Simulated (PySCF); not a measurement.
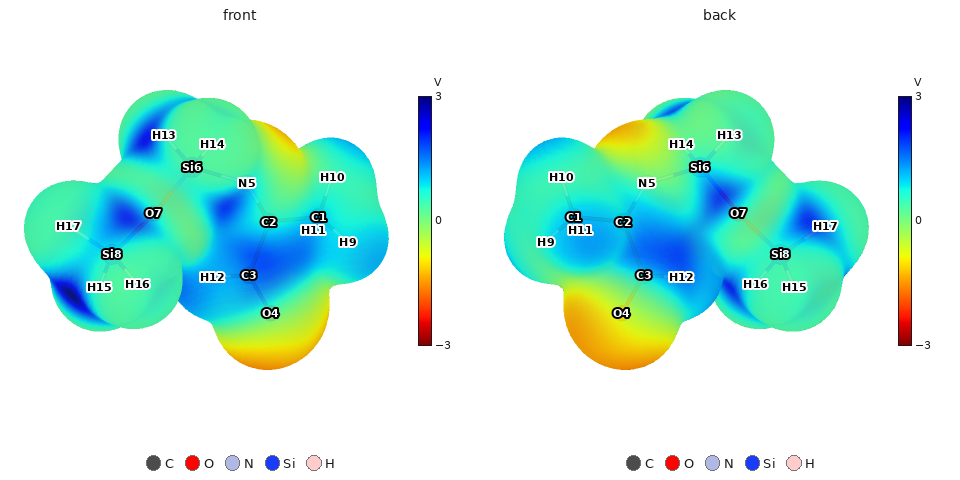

The picture shows: C$_{3}$H$_{9}$NO$_{2}$Si$_{2}$. The electrostatic potential painted on the density surface at 0.004 e/bohr³, seen from the front and from behind; the colour scale runs from red (negative) to blue (positive).

Geometry: GFN2-xTB.

Theory: wB97X-D/def2-SVPD, SCF density, gas phase in PySCF 2.14.0.

```csv
atom,x (Å),y (Å),z (Å)
C,-2.8456,-0.5381,-1.1139
C,-1.4576,-0.2700,-0.6323
C,-0.8366,1.0051,-1.1226
O,-1.3963,1.8126,-1.8151
N,-0.8570,-1.0643,0.1345
Si,0.6421,-1.2451,0.9393
O,1.7607,-0.0836,0.7424
Si,2.9810,0.9762,0.6619
H,-3.4817,0.3141,-0.8809
H,-3.2400,-1.4403,-0.6577
H,-2.8339,-0.6445,-2.1978
H,0.2027,1.1434,-0.7776
H,1.1962,-2.4672,0.3735
H,0.2832,-1.2551,2.3504
H,3.1909,1.2423,-0.7616
H,2.5354,2.1686,1.3818
H,4.1497,0.3578,1.2827
```

Where is the surface potential most negative and most positive?

The most negative region (about −1.5 V) lies over O4, the most positive (about +2.7 V) over Si8. O4 is the likeliest acceptor of a hydrogen bond.

How polar is the molecule by this calculation?

Its dipole moment is 1.26 D.
